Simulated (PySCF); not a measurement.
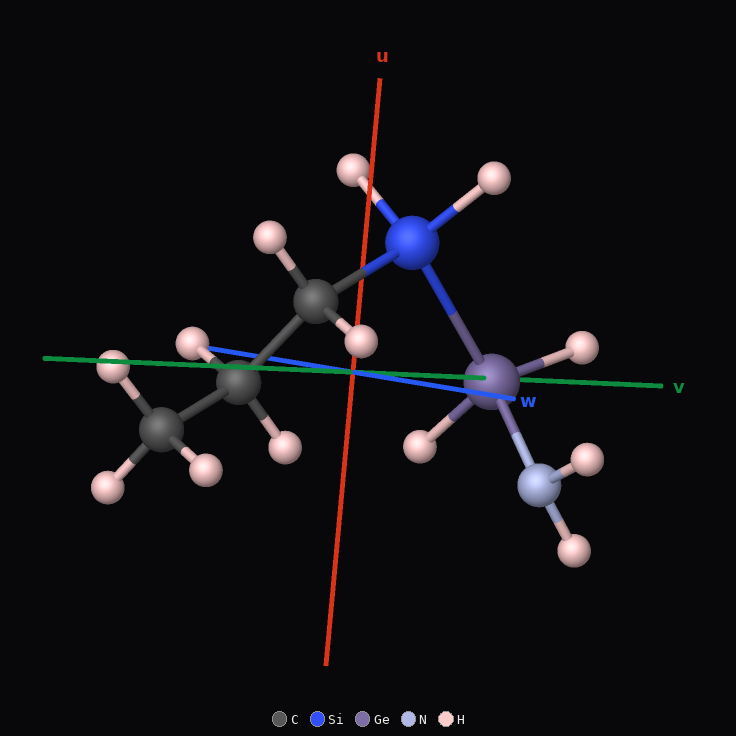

The lines u, v and w are the principal axes of the static dipole polarisability. The geometry was computed by an optimisation with GFN2-xTB. No frequency run is at hand to confirm it as a minimum. Level of theory: CAM-B3LYP/def2-SVPD (PySCF 2.14.0).

Question: Along which axis is the molecule most polarisable, and along which least?

Answer: Most along v, least along w.

Question: Give the three principal values.

Answer: u 103.9, v 118.5, w 92.0 bohr³; mean 104.8, anisotropy 22.9 bohr³.

The geometry is semi-empirical. Around Ge, Si such bond lengths and angles can be off by a tenth of an ångström or more and by several degrees, and values that hang on the shape move with them.
